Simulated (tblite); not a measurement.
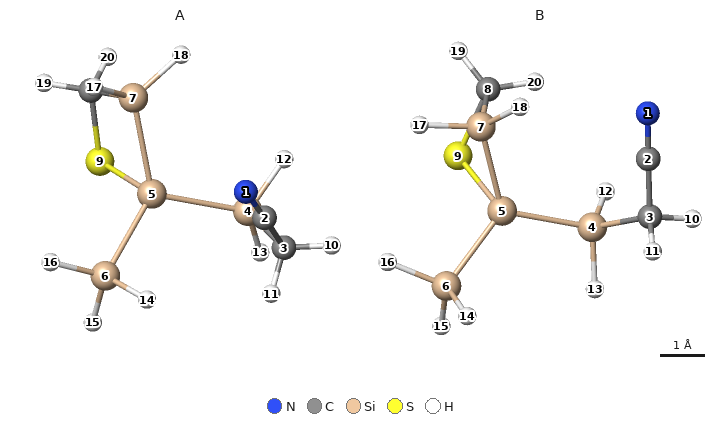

Two geometries of C₃H₁₁NSSi₄, drawn at one scale. One is the start of a relaxation, the other its converged end. Style: ball-and-stick. Shown at a tilt.

Theory: GFN2-xTB geometry optimisation, gas phase (tblite 0.8.0). 

Q: Which one is relaxed?

A: Structure A is the relaxed one. Over 203 geometry steps the energy falls by 1.444 eV. The atom that moves furthest after the best rigid fit is N1 (2.26 Å). By element the largest moves are N 2.26 Å, H 1.82 Å, C 1.58 Å, Si 0.77 Å, S 0.39 Å. Near-neighbour distances that change, for instance: Si7–S9 2.547 → 2.985 Å, Si5–Si7 2.200 → 2.358 Å, Si4–Si5 2.187 → 2.344 Å, Si5–Si6 2.206 → 2.348 Å. Among the angles between lasting bonds that change: Si7–C8–S9 87.4° → 105.2°, Si5–Si4–H13 106.9° → 121.6°, C3–Si4–Si5 116.0° → 102.3°. Groups turn about Si4–Si5 by about 50°, Si7–C8 by about 40°, C8–S9 by about 35°. Cost: 2.7 s on 1 thread of Arm Neoverse V2, on a shared host.
